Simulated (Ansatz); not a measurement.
Start from CdS in the zinc blende structure (space group F-43m, No. 216; a = 5.927 Å).

It is then changed as follows: an isotropic linear strain of +4.69 %; the atoms relax in the strained cell.

Calculations: PBE in Ansatz (plane waves to 420 eV, PAW, no SOC).

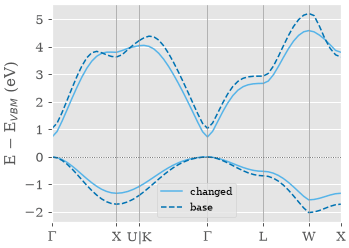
Figure. Highest valence and lowest conduction band along the path, each from its own valence-band maximum

Problem. Read the changed gap and its character from the plot.

Solution. About 0.7 eV, direct at Γ.

Stability against distortions was not tested.

Ansatz is a first-principles code.
